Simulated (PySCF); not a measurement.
C$_{2}$H$_{3}$N$_{3}$Si

```yaml
atoms:
  - { symbol: N, position_ang: [-2.5969, -1.2988, 0.5559] }
  - { symbol: C, position_ang: [-1.6090, -0.8311, 0.2145] }
  - { symbol: Si, position_ang: [0.1301, -0.0260, 0.0895] }
  - { symbol: N, position_ang: [-0.0860, 1.3599, -0.9841] }
  - { symbol: C, position_ang: [1.5445, -1.2041, -0.2470] }
  - { symbol: N, position_ang: [2.4624, -1.8447, -0.3646] }
  - { symbol: H, position_ang: [0.4711, 0.3534, 1.4952] }
  - { symbol: H, position_ang: [-0.4892, 1.2593, -1.8775] }
  - { symbol: H, position_ang: [-0.5844, 2.1152, -0.7800] }
```

Geometry: GFN2-xTB, MD frame at 250 fs, 600 K.

Method: PBE0/pcSseg-1, SCF density, gas phase, non-relativistic in PySCF.

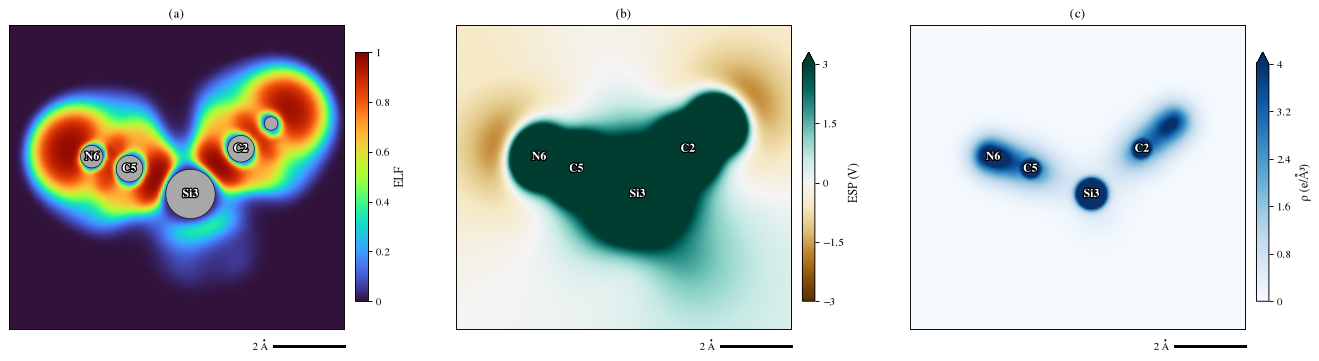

Figure 1. (a) ELF; (b) molecular electrostatic potential; (c) electron density on the plane of atoms C2, Si3 and C5. Grey discs cover the atomic cores in the ELF map.

Question: Read the bonding off the picture.

Answer:
- The section cuts through C, Si and N sites.
- C–N (1.13 Å): ρ is about 3.8 e/Å³ halfway; the ELF peaks at about 0.85 between the atoms: a short, multiple covalent bond.
- C–Si (1.87 Å): ρ is about 0.9 e/Å³ halfway; the ELF peaks at about 1 between the atoms (a covalent bond).
- C–Si (1.92 Å): the density is about 0.83 e/Å³ at the midpoint; the ELF peaks at about 1 between the atoms; localised, covalent bonding.
- The ELF also peaks beside N6 and N1, away from the bonds: lone-pair regions.
- Outside the dense part of the molecule the potential is most negative (−1.7 V) near N6.

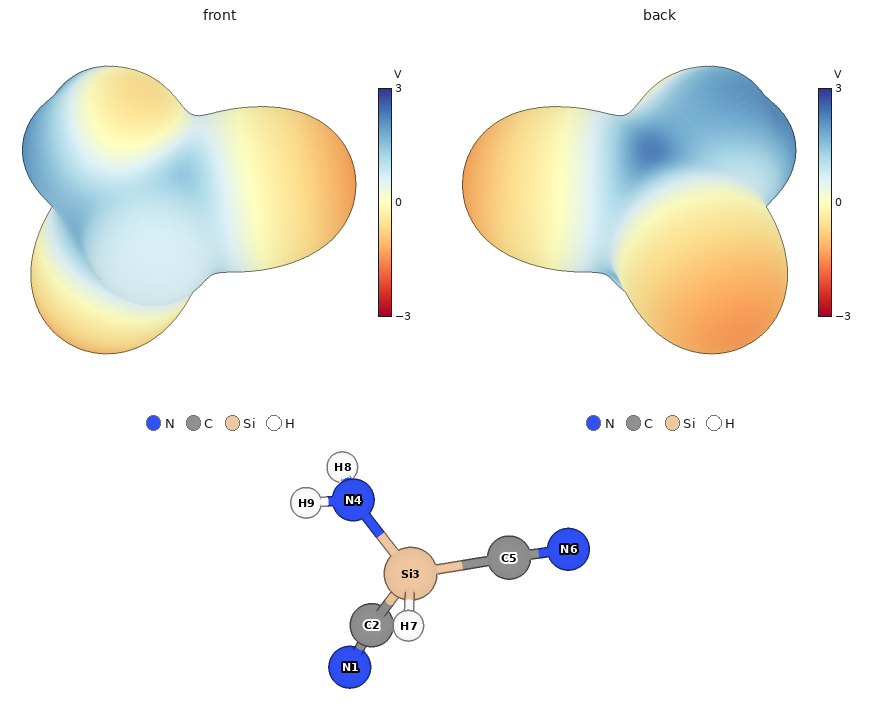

Figure 2. The electrostatic potential painted on the density surface at 0.001 e/bohr³, seen from the front and from behind; the colour scale runs from red (negative) to blue (positive). The bare structure is drawn below in the same view.

Question: Describe the electrostatic potential map.

Answer: The most negative region (about −1.4 V) lies over N1, the most positive (about +2.2 V) over Si3. N1 is the likeliest acceptor of a hydrogen bond.

Question: What dipole moment does the calculation give?

Answer: Its dipole moment is 3.82 D.
